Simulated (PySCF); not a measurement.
C9H9F3, SMILES CCc1cccc(C(F)(F)F)c1, singlet at its GFN2-xTB optimised geometry (Å):

```
21

C     -2.1204    -2.3968    -1.5097
C     -1.9650    -1.9401    -0.0573
C     -1.2088    -0.6456     0.0000
C     -1.8754     0.5744     0.0006
C     -1.1766     1.7684     0.0057
C      0.2074     1.7683     0.0060
C      0.8776     0.5537     0.0000
C      2.3776     0.5035     0.0179
F      2.9557     1.6839    -0.2436
F      2.8719    -0.3681    -0.8809
F      2.8578     0.1069     1.2148
C      0.1790    -0.6456     0.0000
H     -2.6681    -3.3347    -1.5547
H     -1.1448    -2.5413    -1.9678
H     -2.6615    -1.6498    -2.0860
H     -1.4291    -2.7065     0.5052
H     -2.9524    -1.8131     0.3895
H     -2.9557     0.5869    -0.0001
H     -1.7101     2.7065     0.0096
H      0.7608     2.6942     0.0082
H      0.7223    -1.5791    -0.0017
```

Method: CAM-B3LYP/def2-SVP (PySCF).

Map of the HOMO−1 amplitude (bohr^(-3/2)) on the plane z = 0.6 Å; orbital energy -8.96 eV, overall sign arbitrary:

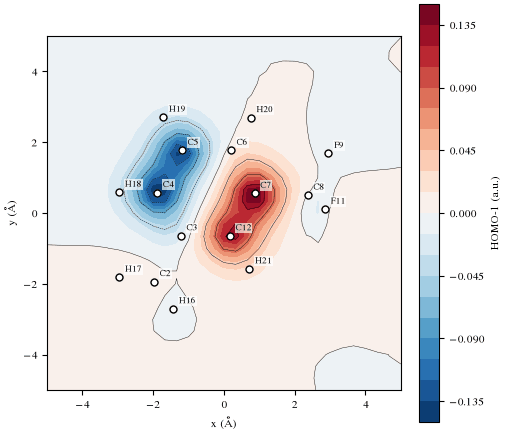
Figure. HOMO−1 amplitude (bohr^(-3/2)) on the plane z = 0.6 Å.
